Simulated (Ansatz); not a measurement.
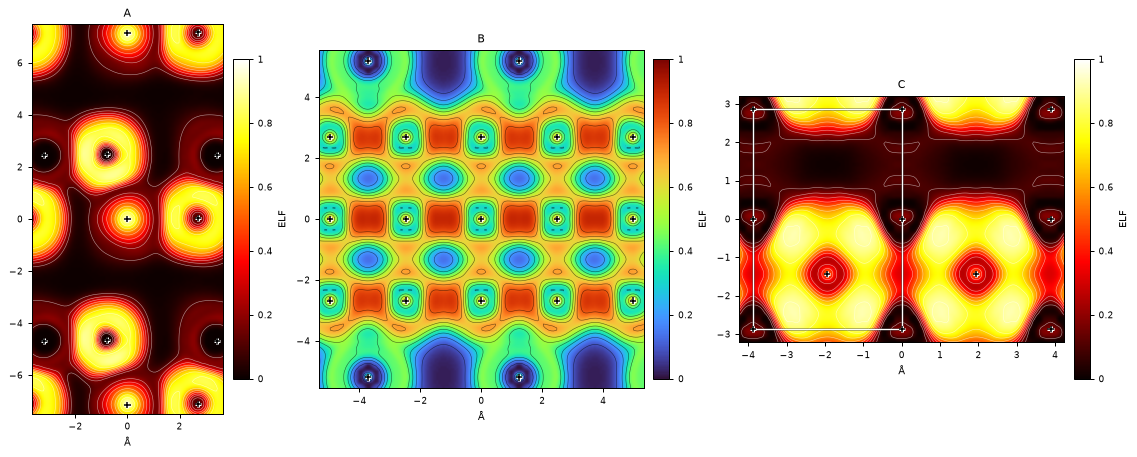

The ELF of 3 systems, each on a plane through atoms (crosses mark nuclei in the plane).

Method: DFT PBE, scalar-relativistic, plane waves, PAW (Ansatz 0.2.0).

System 1: Zn₂CdSeS₂, the (11̄0) plane of the conventional cell. Space group Cmc2₁; a generated structure, not necessarily the stable one; changed on purpose from its base cell (volume × 1.06, shape and atoms relaxed); computed pressure about −3 GPa in this cell.

System 2: Al₂SiF₂, the (010) plane of the conventional cell. Space group Pmmm; a generated structure, not necessarily the stable one.

System 3: Si₆Ge, the (011̄) plane of the conventional cell. Space group Cmmm; a generated structure, not necessarily the stable one.

```
CELL_PARAMETERS angstrom
0.00000 -4.97719 0.00000
5.10362 0.00000 0.06670
-0.11881 0.00000 9.06290
ATOMIC_POSITIONS crystal
Si 0.74955 0.00000 0.00000
Si 0.24955 0.50000 0.00000
Si 0.25045 0.00000 0.00000
Si 0.75045 0.50000 0.00000
Si 0.25001 0.25005 0.74003
Si 0.75001 0.75005 0.74003
Si 0.75001 0.24995 0.25997
Si 0.25001 0.74995 0.25997
Si 0.24999 0.24995 0.25997
Si 0.74999 0.74995 0.25997
Si 0.74999 0.25005 0.74003
Si 0.24999 0.75005 0.74003
Ge 0.50000 0.00000 0.50000
Ge 0.00000 0.50000 0.50000
```

Match each panel to its system.

Panel A is system 1, Zn₂CdSeS₂: the plane holds Zn, Cd, Se and S. Zn–S (2.42 Å): the ELF peaks at about 0.90 in the valence shell of S, 0.9 Å from its nucleus, and is about 0.55 at the midpoint. Panel B is system 3, Si₆Ge: the plane holds Si and Ge. Si–Si (2.48 Å): the ELF peaks at about 0.90 between the atoms. Panel C is system 2, Al₂SiF₂: the plane holds Al and Si. Al–Si (2.41 Å): the ELF peaks at about 0.90 between the atoms.
